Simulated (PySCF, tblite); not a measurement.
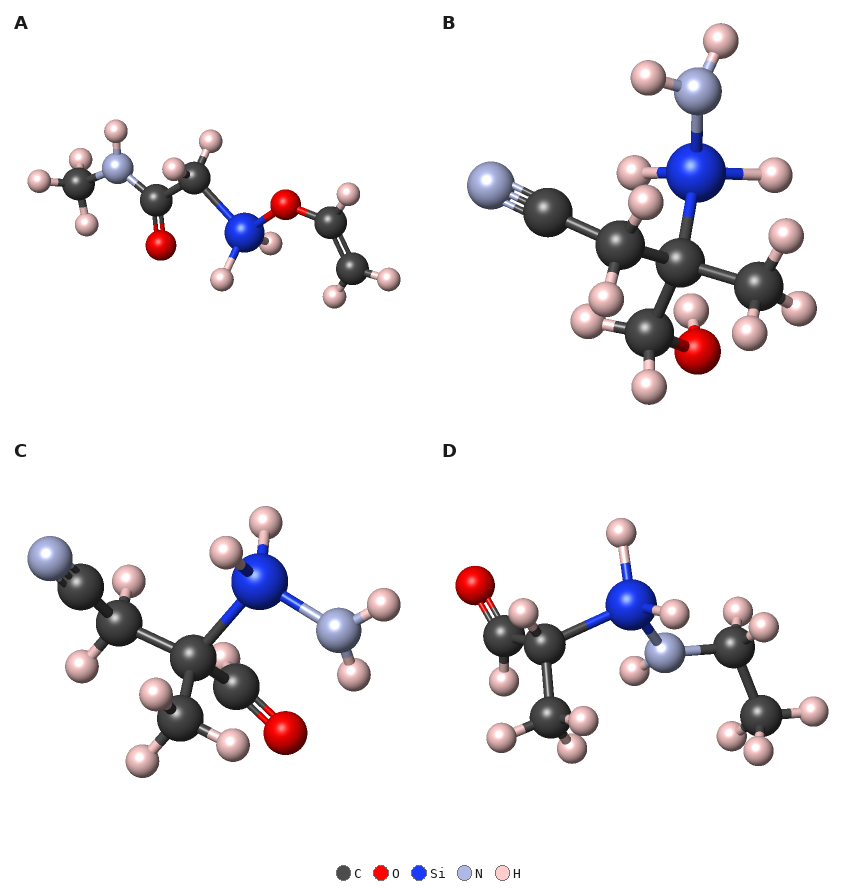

The picture comes from a calculation with PySCF and tblite.

```xyz
21
charge 0, multiplicity 1
C     2.9616   -0.6577   -0.5829
C     2.2425    0.3371    0.3205
N     0.8204    0.3418    0.0534
Si   -0.3806    0.5842    1.2465
C    -2.0624    0.1665    0.3985
C    -2.1142   -1.2684   -0.1018
C    -2.2235    1.1658   -0.6672
O    -2.6144    2.2981   -0.5265
H     2.5555   -1.6546   -0.4340
H     2.8327   -0.3831   -1.6277
H     4.0244   -0.6724   -0.3574
H     2.6714    1.3384    0.1827
H     2.3779    0.0595    1.3664
H     0.6268    0.6007   -0.9036
H    -0.4809    1.9254    1.8338
H    -0.1482   -0.4174    2.2918
H    -2.8196    0.3365    1.1643
H    -3.0900   -1.4938   -0.5310
H    -1.3566   -1.4377   -0.8637
H    -1.9351   -1.9617    0.7160
H    -1.8966    0.8097   -1.6694
```

**Which picture belongs to the input above?**

D. The file holds C5H13NOSi, `CCN[SiH2][C@H](C)C=O`.
